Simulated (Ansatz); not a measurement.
# Calculations on C₄H₈Sn

Part 1: Relaxation

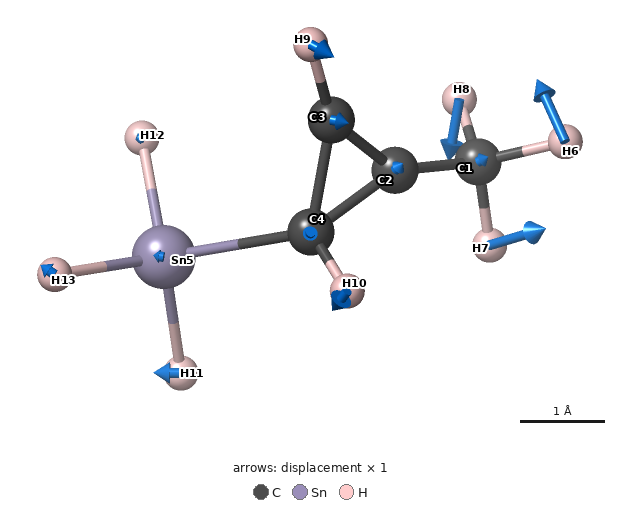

This is a relaxation of C4H8Sn. The starting structure is drawn; blue arrows show the displacements, at their true length. The two geometries are superimposed by the best rigid fit.

The picture is a ball-and-stick view, seen from a free direction.

The run prepares an end point of a later path (torsion) calculation, from a guessed geometry.

Computed with RKS r2SCAN-D4/def2-SVP in Ansatz. (no spin polarisation; force threshold 0.015 eV/Å; at most 40 steps)

### Atoms of which element are displaced furthest, and by how much?

Hydrogen: up to 0.95 Å, against 0.23 Å for carbon.

### What did the optimiser do to the structure, and how much energy did it gain?

The atom that moves furthest after the best rigid fit is H7 (0.95 Å). Largest moves by element: H 0.95 Å, C 0.23 Å, Sn 0.13 Å. Some distances before and after: C3–C4 1.389 → 1.512 Å, C2–C3 1.420 → 1.301 Å, C1–H6 1.165 → 1.100 Å, C3–H9 1.149 → 1.088 Å. Among the angles between lasting bonds that change: Sn5–C4–H10 126.4° → 112.9°, C2–C4–Sn5 109.5° → 121.6°, C1–C2–C4 152.5° → 142.5°. Groups turn about C1–C2 by about 60°. After 20 accepted moves (25 points after the start) the energy has fallen by 31.0 kcal/mol. Largest force component: 5.1 eV/Å at the start, 0.004 eV/Å at the end. The line search rejected the trial steps at points 7, 10, 14, 20, 23 of the run. The forces were under the threshold at step 21, but the run went on from there.

Part 2: Relaxation

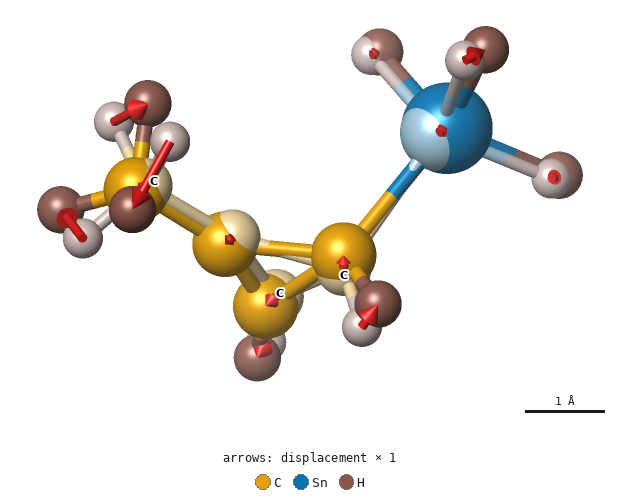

This is a relaxation of C4H8Sn. The starting structure is drawn faded, the final one solid; red arrows show the displacements, at their true length. The two geometries are superimposed by the best rigid fit.

Style: ball-and-stick. Shown at a tilt.

The run prepares an end point of a later path (torsion) calculation, from a guessed geometry.

Level of theory: RKS r2SCAN-D4/def2-SVP (Ansatz). (no spin polarisation; force threshold 0.015 eV/Å; at most 40 steps)

Question: Atoms of which element are displaced furthest, and by how much?

Answer: Hydrogen: up to 0.99 Å, against 0.22 Å for carbon.

Question: What happened in the run?

Answer: After 18 accepted moves (23 points after the start) the energy has fallen by 31.1 kcal/mol. The largest force component goes from 5.4 to 0.0071 eV/Å. The line search rejected the trial steps at points 6, 9, 13, 17, 19 of the run. An H atom moves most after the best rigid fit: 0.99 Å. Largest moves by element: H 0.99 Å, C 0.22 Å, Sn 0.15 Å. Among the contacts that change: C–C 1.389 → 1.512 Å, C–C 1.420 → 1.301 Å, C–H 1.165 → 1.103 Å, C–H 1.149 → 1.088 Å. Bond angles that change, for instance: Sn–C–H 126.4° → 112.9°, C–C–Sn 109.5° → 121.6°, C–C–C 152.5° → 142.5°. Groups turn about C–C by about 60°.

Part 3: Path

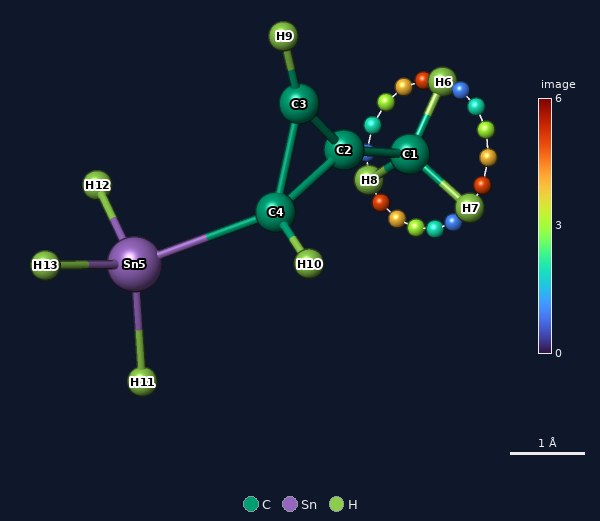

A search for the minimum-energy path of C₄H₈Sn by the nudged elastic band. Images are numbered from 0 (start) to 6 (end). The start is drawn whole; smaller spheres mark the moving atoms (H) in the later images, joined by lines and coloured by the number of the image. Style: ball-and-stick. Shown from a free direction.

All numbers below come from RKS r2SCAN-D4/def2-SVP (Ansatz). Run with 5 movable images; climbing image; force threshold 0.03 eV/Å; iteration limit 60; starting path by image-dependent pair potential.

Describe the path and its energy.

Answer. The motion is a rotation about the C1–C2 bond by about 120°. No bond forms or breaks between the ends. The two ends have the same energy, and the highest point, image 3, lies 0.066 eV above the start. The band converged in 6 iterations. The largest component of the band force went from 0.57 to 0.012 eV/Å. The climbing image converged on the top of the path. Its vibrational analysis gives one imaginary mode (160i cm⁻¹), as a transition state must have.

Cost: 3.1 min on 2 threads of Arm Neoverse V1, with other jobs on the host, peak memory 0.19 GiB.
